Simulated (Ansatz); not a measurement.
## Electronic structure of C2H2FNO in real space

Input

```
crystal:
  periodic: [false, false, false]
  atoms:
    - {symbol: O, position_ang: [-1.500868, 0.242552, 0.585409]}
    - {symbol: C, position_ang: [-0.216970, 0.422312, 0.625451]}
    - {symbol: C, position_ang: [0.393504, -0.331263, -0.513801]}
    - {symbol: F, position_ang: [-0.411395, -1.011868, -1.327564]}
    - {symbol: N, position_ang: [1.627985, -0.344176, -0.727387]}
    - {symbol: H, position_ang: [-1.901681, 0.727523, 1.320215]}
    - {symbol: H, position_ang: [2.070623, 0.227021, -0.008026]}
basis:
  gaussian: {orbitals: def2-TZVPP}
hamiltonian: {xc: pbe0, dispersion: d4}
output: {orbitals: {seedname: orbitals}}
```

Command:

```sh
ansatz run in.yaml --threads 2 --pin off --events-out ev --progress --plain --max-ram 4352MiB
```

Geometry: PBE0-D4/def2-TZVP.

The calculation used Ansatz 0.2.0, RKS PBE0-D4/def2-TZVPP.

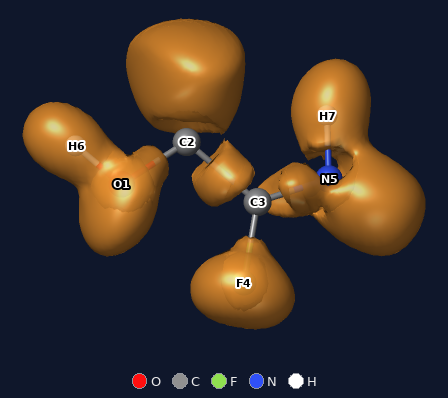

Figure 1. Isosurface of the ELF at 0.75 (orange), seen at a tilt. Only the valence region is drawn (cores and ρ < 0.01 e/Å³ removed).

Question: Where are the electrons localised?

Answer: The surface consists of one region between bonded C–C atoms (shared pairs), one region on F in which the atom's valence shell and bonds are merged, one lobe on C, pointing away from the bonds (lone pairs), one joined region spread over several atoms (H, N), in which their bonds and any lone pairs are merged and one joined region spread over several atoms (H, O), in which their bonds and any lone pairs are merged. Profiles from the grid: C–N (1.25 Å): the ELF peaks at about 0.90 between the atoms; a short, multiple covalent bond. C–O (1.30 Å): the ELF peaks at about 0.90 between the atoms, as expected for a polar covalent bond.

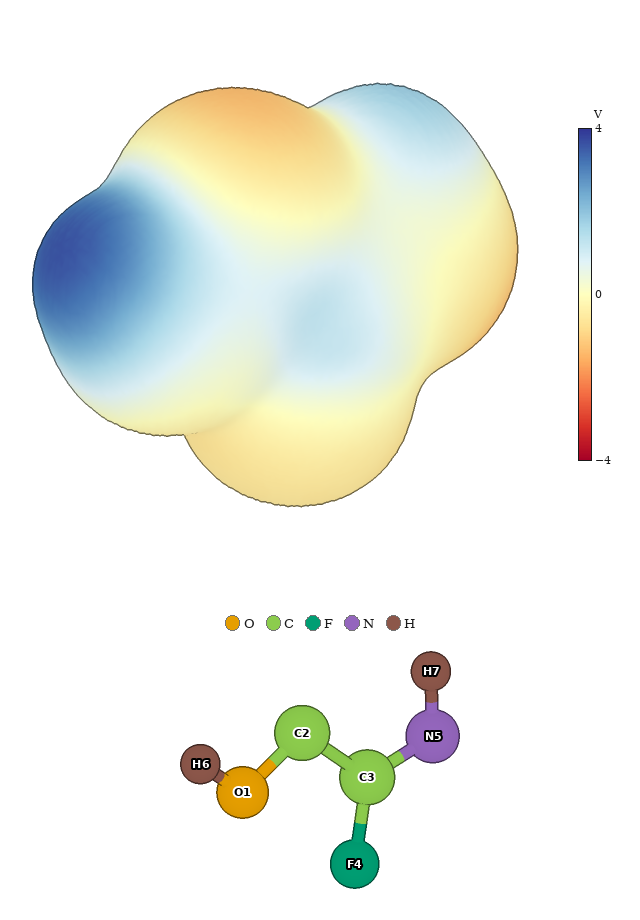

Figure 2. The molecular electrostatic potential painted on the density surface at 0.002 e/bohr³, seen at a tilt; red is negative and blue positive. The bare structure is drawn below in the same view.

Question: Where is the surface potential most negative and most positive?

Answer: The most negative region (about −1.6 V) lies over N5, the most positive (about +3.5 V) over H6. N5 is the likeliest acceptor of a hydrogen bond.

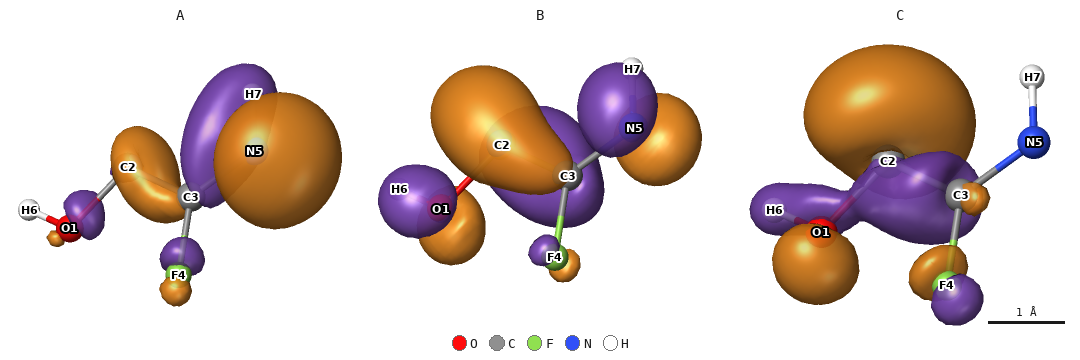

Figure 3. Three frontier orbitals at ±0.15 Å⁻³ᐟ² (orange and purple are the two phases), in no order.

Question: Order the three orbitals by energy and name them.

Answer: A is the HOMO−1 (−9.04 eV). It lies mainly on N5 (about 75 %), C3 (about 10 %), C2 (about 5 %) and H7 (about 5 %); it is symmetric in the molecular plane (an in-plane orbital: σ, lone-pair or in-plane π type); largely a lone pair of N5. C is the HOMO (−7.19 eV). It lies mainly on C2 (about 70 %), O1 (about 15 %) and C3 (about 10 %); it is symmetric in the molecular plane (an in-plane orbital: σ, lone-pair or in-plane π type). B is the LUMO (−2.89 eV). By Hirshfeld shares it lies mainly on C2 (about 45 %), N5 (about 20 %), O1 (about 15 %) and C3 (about 15 %); it changes sign across the molecular plane (π type); π-bonding across C2–C3; π-antibonding (a node) across O1–C2 and C3–N5.

Question: What is the HOMO–LUMO gap?

Answer: 4.30 eV between the orbital energies.
